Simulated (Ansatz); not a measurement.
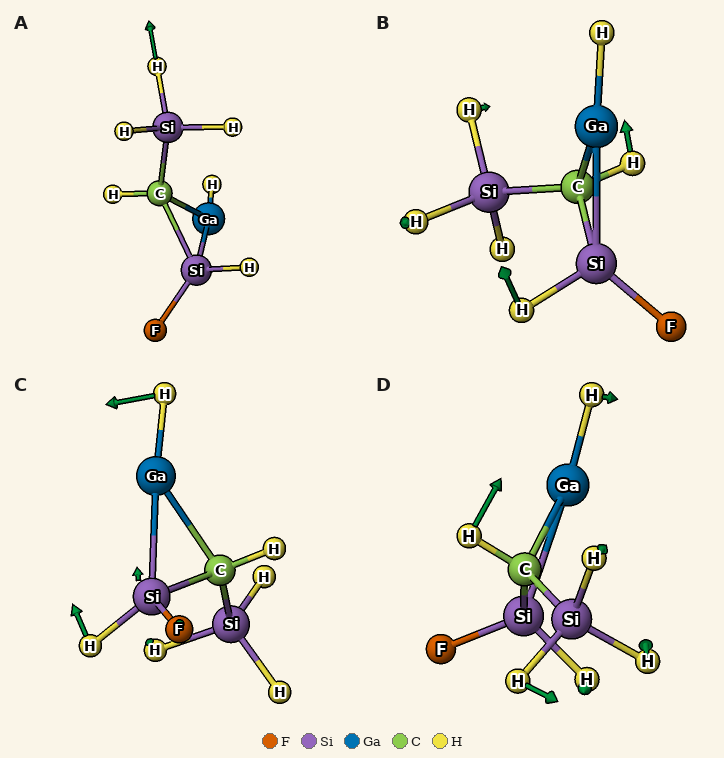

4 normal modes of one molecule or complex, as arrows. Harmonic vibrations computed with RKS PBE0-D4/def2-TZVP (Ansatz 0.2.0) at a stationary point of the same level.

> Match the panels to the wavenumbers 368 cm⁻¹, 610 cm⁻¹, 764 cm⁻¹, 2204 cm⁻¹.

A: 2204 cm⁻¹, Si–H stretching
B: 764 cm⁻¹, angle bending
C: 368 cm⁻¹
D: 610 cm⁻¹, angle bending
